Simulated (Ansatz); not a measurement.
CH2FInO (SMILES FC[O][In])

```csv
atom,x (Å),y (Å),z (Å)
C,-0.8661,-0.4628,-1.3634
F,-0.9030,0.7490,-0.5877
In,-0.8367,1.9332,-3.0223
O,-0.8280,-0.1511,-2.6507
H,0.0346,-0.9972,-0.9939
H,-1.7779,-1.0152,-1.0519
```

Geometry: PBE0-D3(BJ)/def2-SVP; core potentials replace the inner electrons of In.

Theory: Ansatz 0.2.0, isolated molecule in a Gaussian basis; Kohn-Sham density functional theory, functional PBE0.

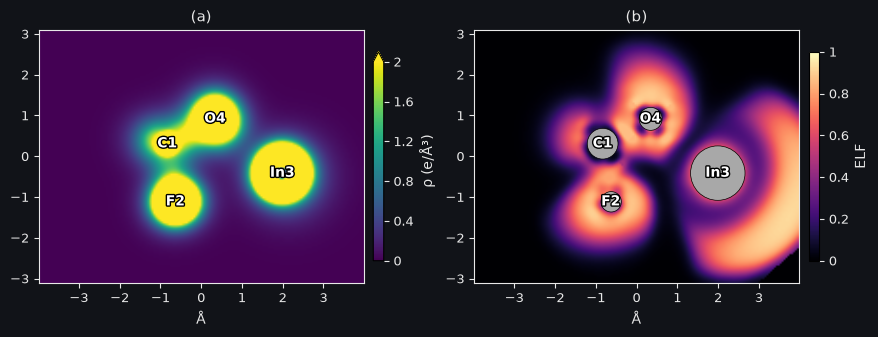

Figure 1. (a) electron density; (b) electron localisation function on the plane of atoms C1, O4 and In3. Grey discs cover the atomic cores in the ELF map.

Interpret the plot.

Answer. The section cuts through C, F, In and O sites. C–O (1.33 Å): ρ is about 2.6 e/Å³ halfway; the ELF peaks at about 0.85 between the atoms: a polar covalent bond. C–F (1.44 Å): the density is about 1.8 e/Å³ at the midpoint, with its minimum of 1.4 e/Å³ about 0.5 Å from C; the ELF peaks at about 0.80 between the atoms: a shared but strongly polarised pair. In–O (2.12 Å): ρ is about 0.57 e/Å³ halfway; the ELF peaks at about 0.85 in the valence shell of O, 0.6 Å from its nucleus, and drops to about 0.15 between the two atoms. The ELF also peaks beside F2 and O4, away from the bonds: lone-pair regions.

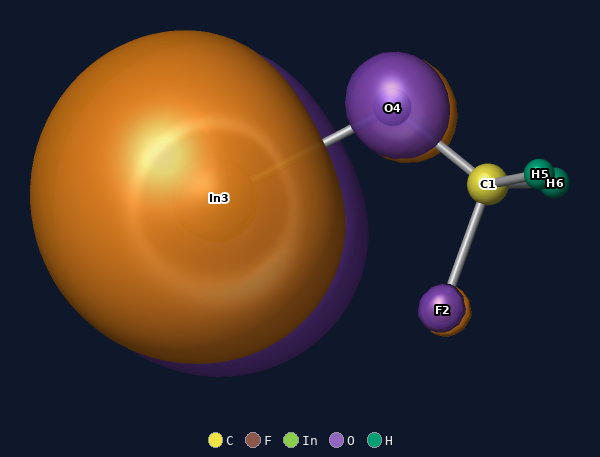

Figure 2. One frontier orbital at ±0.08 Å⁻³ᐟ² (orange and purple are the two phases), seen across its widest extent.

Which orbital is it: HOMO or LUMO?

Answer. The LUMO, at −1.50 eV. Its weight (Hirshfeld) is mainly on In3 (about 95 %).

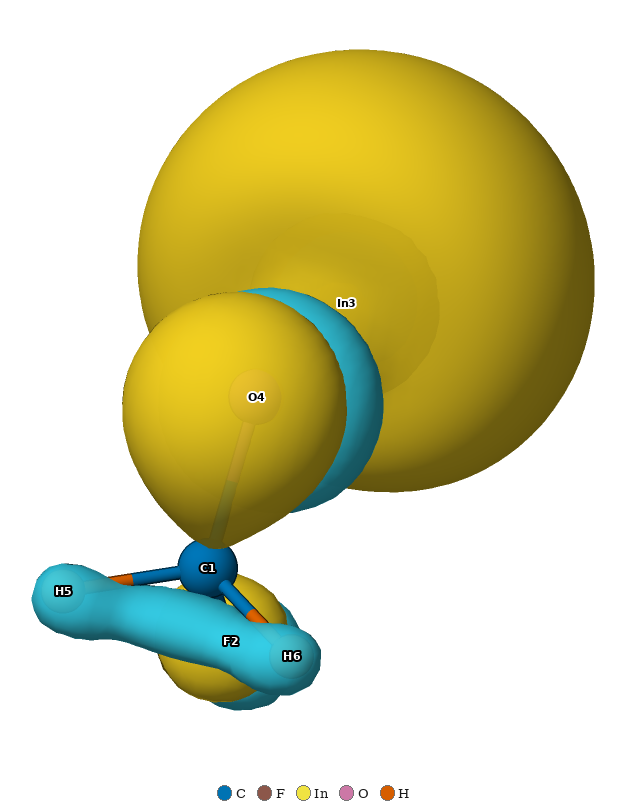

Figure 3. The HOMO at ±0.1 Å⁻³ᐟ² (yellow and cyan are the two phases), seen at an oblique angle.

Describe this orbital and give its energy.

Answer. It lies mainly on In3 (about 65 %) and O4 (about 25 %). Its energy is −7.17 eV.
